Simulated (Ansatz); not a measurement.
CH$_{8}$B$_{2}$

The calculation's input:

```
crystal:
  periodic: [false, false, false]
  atoms:
    - {symbol: B, position_ang: [-0.367640, 0.447661, 0.017837]}
    - {symbol: C, position_ang: [-0.961932, -0.836460, 0.698598]}
    - {symbol: H, position_ang: [-0.986288, 1.468647, -0.039907]}
    - {symbol: H, position_ang: [0.845453, 0.755550, 0.494821]}
    - {symbol: B, position_ang: [1.247841, 0.471495, -0.706459]}
    - {symbol: H, position_ang: [1.650241, 1.471953, -1.210491]}
    - {symbol: H, position_ang: [1.898031, -0.527389, -0.669859]}
    - {symbol: H, position_ang: [0.085850, 0.198741, -1.217417]}
    - {symbol: H, position_ang: [-1.896188, -1.127464, 0.207552]}
    - {symbol: H, position_ang: [-1.226306, -0.626063, 1.739885]}
    - {symbol: H, position_ang: [-0.289061, -1.696671, 0.685450]}
basis:
  gaussian: {orbitals: def2-TZVP, initial_orbitals: start.molden}
hamiltonian: {xc: pbe0, dispersion: d4}
scf: {omitted_lower_state_checks: [starts]}
output: {orbitals: {seedname: orbitals}}
```

Run with:

```sh
ansatz run in.yaml --threads 4 --pin off --events-out ev --progress --plain --max-ram 3916MiB
```

Geometry: r2SCAN-D4/def2-TZVP.

These are results of RKS PBE0-D4/def2-TZVP in Ansatz 0.2.0, not measurements.

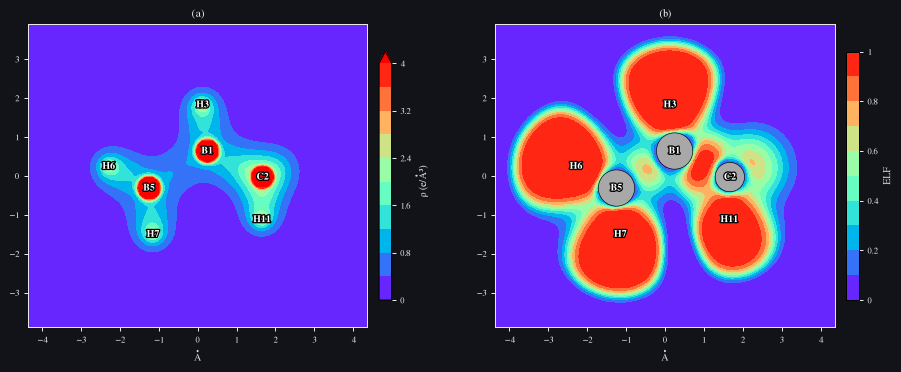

Figure 1. (a) electron density; (b) electron localisation function on the plane of atoms H6, B5 and H7. Grey discs cover the atomic cores in the ELF map.

Q: What does the map show?

A: The section cuts through B, C and H sites. C–B (1.57 Å): ρ is about 1.4 e/Å³ halfway; the ELF peaks at about 0.95 between the atoms, as expected for a shared electron pair. B–B (1.77 Å): the density is about 0.78 e/Å³ at the midpoint; the ELF peaks at about 0.70 between the atoms. C–H (1.09 Å): the density is about 1.9 e/Å³ at the midpoint; the ELF climbs to about 1 towards the hydrogen, as it does in any bond to H; an ordinary covalent bond to hydrogen. B–H (1.19 Å): ρ is about 1.3 e/Å³ halfway; the ELF climbs to about 1 towards the hydrogen (a covalent bond by its length).

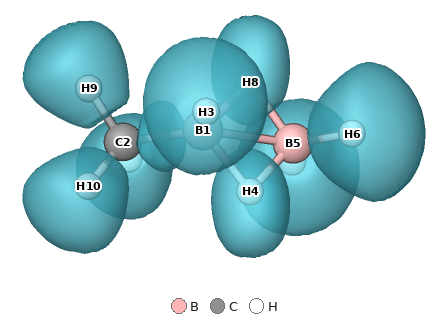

Figure 2. Isosurface of the electron localisation function at 0.8 (cyan), seen from one side. Only the valence region is drawn (cores and ρ < 0.01 e/Å³ removed).

Q: What do the ELF domains correspond to?

A: The ELF exceeds this value in one region between bonded B–C atoms (shared pairs) and eight regions around hydrogen nuclei.

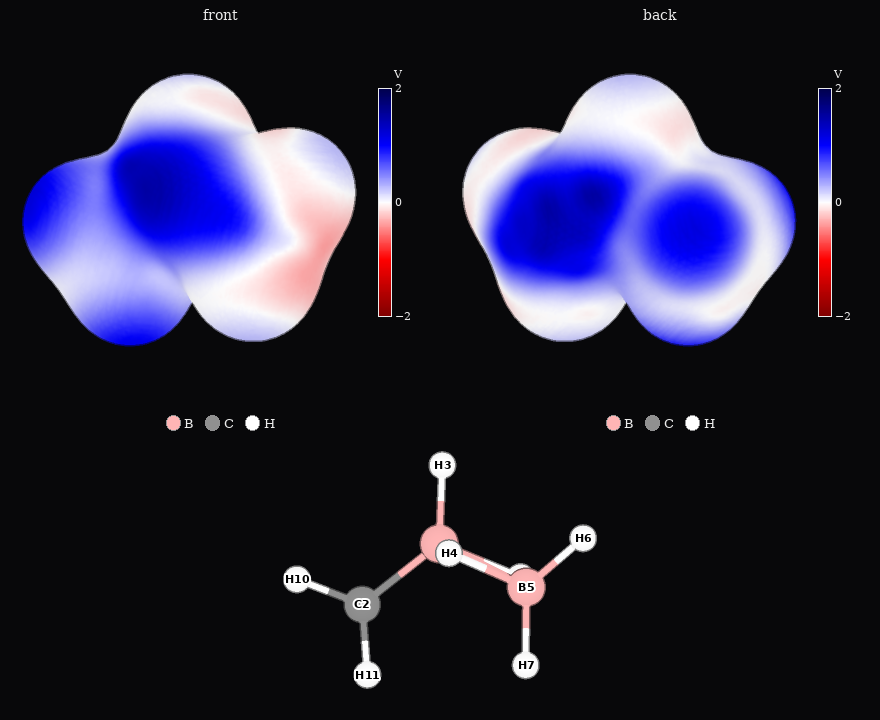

Figure 3. The molecular electrostatic potential painted on the density surface at 0.004 e/bohr³, seen from the front and from behind; the colour scale runs from red (negative) to blue (positive). The bare structure is drawn below in the same view.

Q: Describe the electrostatic potential map.

A: The most negative region (about −0.3 V) lies over H7, the most positive (about +1.5 V) over B1, H4 and H8.
